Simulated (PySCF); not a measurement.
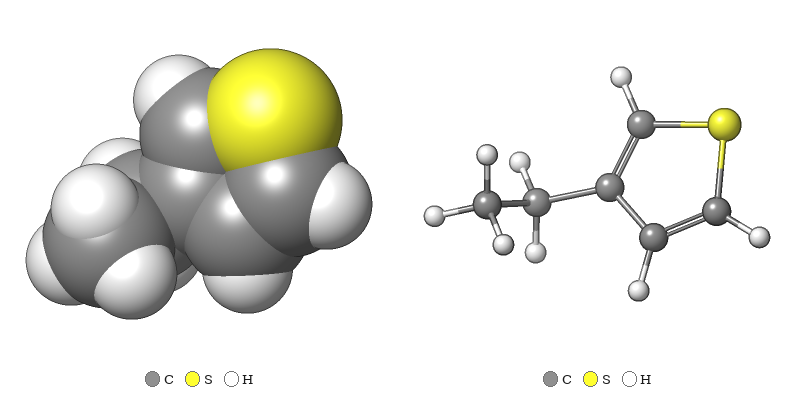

Two views of one molecule.

The geometry was computed by an optimisation with GFN2-xTB. No frequency run is at hand to confirm it as a minimum.

Question: What is the molecular formula?

Answer: C₆H₈S, 15 atoms: 6 carbon, 8 hydrogen and 1 sulfur.

Question: Does it have rings?

Answer: Independent rings (smallest set): 1 of 5 members, 1 of them aromatic.

Question: Count the bonded pairs by element.

Answer: 8 C–H, 5 C–C, 2 C–S.

Question: Give the symmetry (Schoenflies symbol).

Answer: C1.

Question: What is its SMILES?

Answer: CCc1ccsc1

More results for the same structure follow; atom numbers are the same in all pictures, views and colours differ.

### Geometry

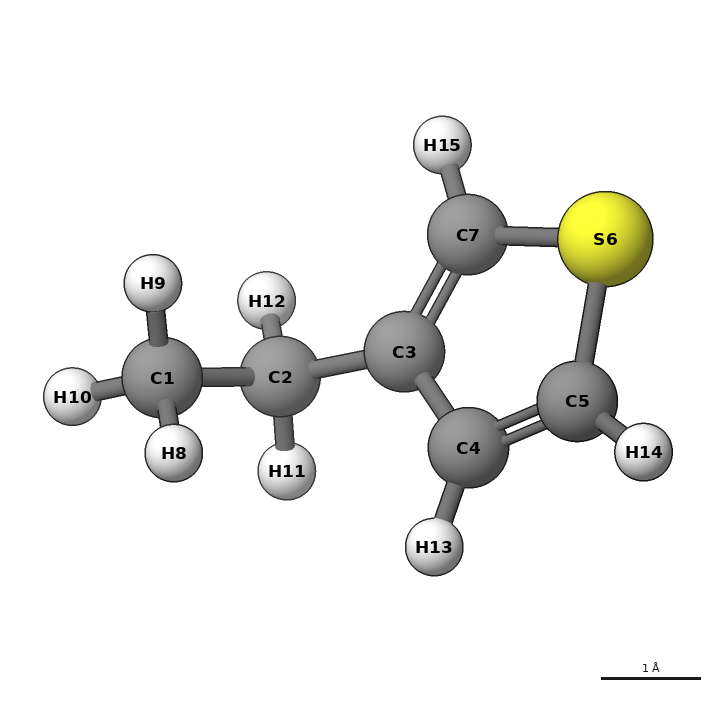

Numbered structure. No frequency run is at hand to confirm it as a minimum.

Give these bond angles: C1–C2–C3, C2–C1–H9, C2–C1–H10, C2–C3–C4, C3–C2–H11, C3–C4–C5, C3–C4–H13, C3–C7–H15, C4–C3–C7, C4–C5–S6, C5–C4–H13, S6–C5–H14.

```
    angle  degrees
 C1–C2–C3    110.9
 C2–C1–H9    110.3
C2–C1–H10    110.4
 C2–C3–C4    123.7
C3–C2–H11    109.3
 C3–C4–C5    113.0
C3–C4–H13    123.4
C3–C7–H15    128.2
 C4–C3–C7    111.5
 C4–C5–S6    112.0
C5–C4–H13    123.6
S6–C5–H14    119.3
```

### Dipole moment

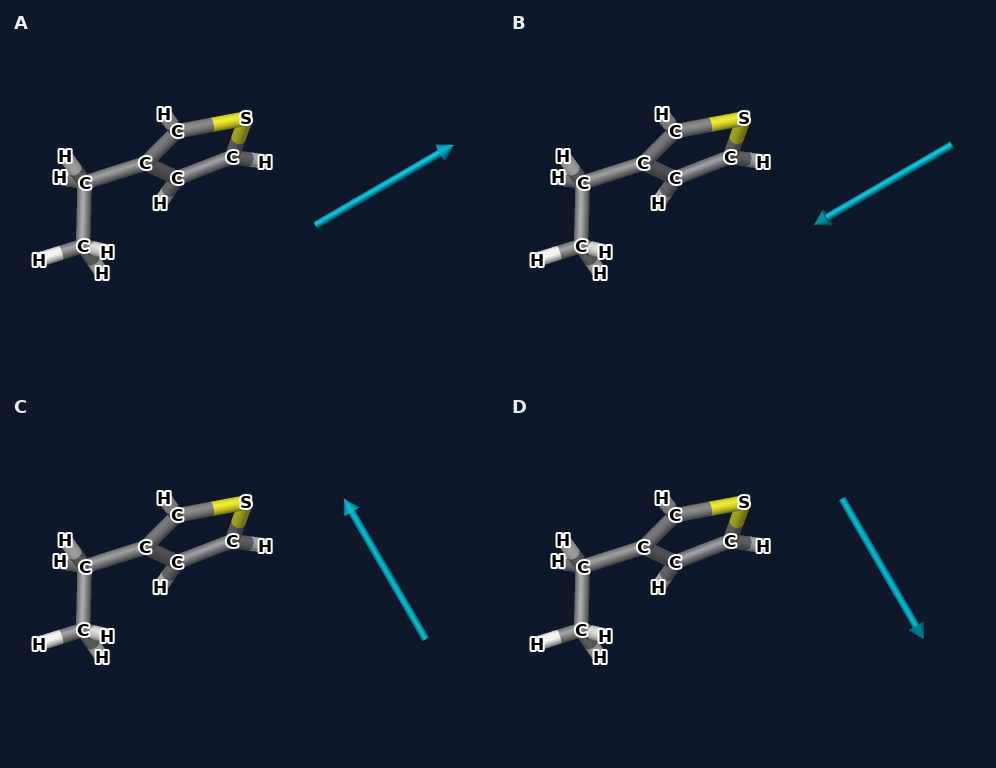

The same molecule four times, each with an arrow. No frequency run is at hand to confirm it as a minimum. Level of theory: CAM-B3LYP/def2-SVPD, gas phase (PySCF 2.14.0).

Question: Which arrow points along the dipole moment, from the negative to the positive end?

Answer: B. The dipole moment is 0.96 D.

### Polarisability

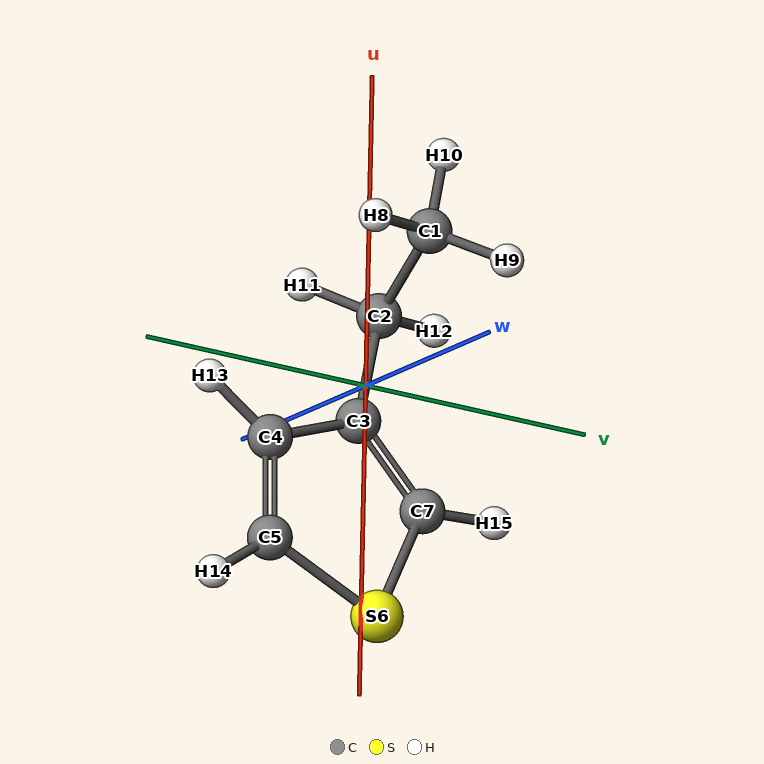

The lines u, v and w are the principal axes of the static dipole polarisability. No frequency run is at hand to confirm it as a minimum. Computed with CAM-B3LYP/def2-SVPD (PySCF 2.14.0).

Question: Along which axis is the molecule most polarisable, and along which least?

Answer: Most along u (nearly parallel to the C4–C5 bond), least along w.

Question: Give the three principal values.

Answer: u 109.1, v 85.6, w 63.6 bohr³; mean 86.1, anisotropy 39.4 bohr³.

### Excitation

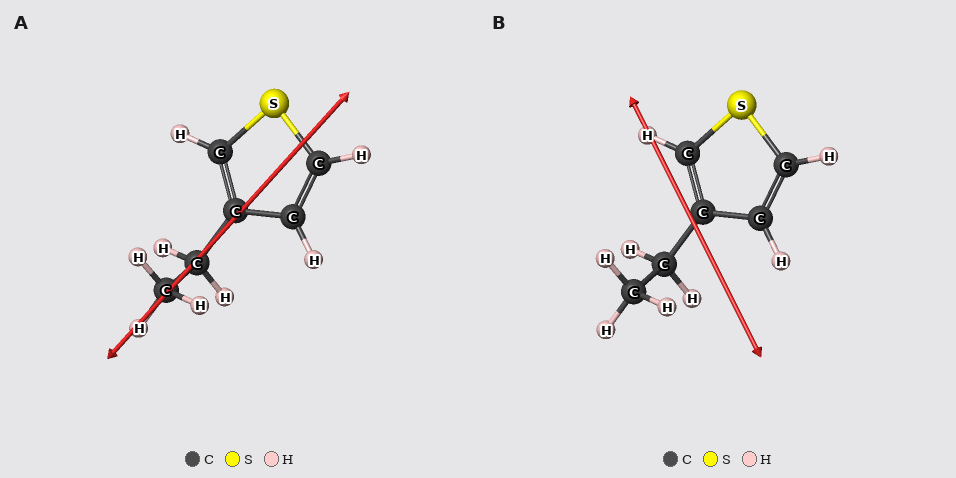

The double arrows show the directions of two transition dipoles from the ground state (lengths mean nothing). No frequency run is at hand to confirm it as a minimum. Level of theory: TDDFT CAM-B3LYP/def2-SVPD, vertical, gas phase, core orbitals frozen in the response (PySCF 2.14.0).

Question: One belongs to singlet state 1 and one to singlet state 2. Which is which?

Answer: A: state 2, 5.98 eV (207 nm), oscillator strength 0.094, mainly HOMO−1 → LUMO (weight 0.80).
B: state 1, 5.76 eV (215 nm), oscillator strength 0.089, mainly HOMO → LUMO (weight 0.85).
